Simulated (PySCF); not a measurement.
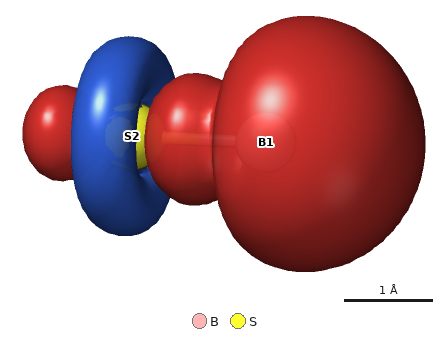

BS (doublet). Isosurfaces of the spin density (α minus β) at +0.015 (red) and −0.015 e/Å³ (blue), seen from one side.

Level of theory: PBE0/def2-TZVP, non-relativistic Hamiltonian with scalar-relativistic core potentials where named, at a bond length of 1.609 Å in PySCF 2.14.0.

Describe the spin distribution.

The unpaired spin (1 electron) lies mostly on B1 (about 1.0), in electrons by Hirshfeld's partition.
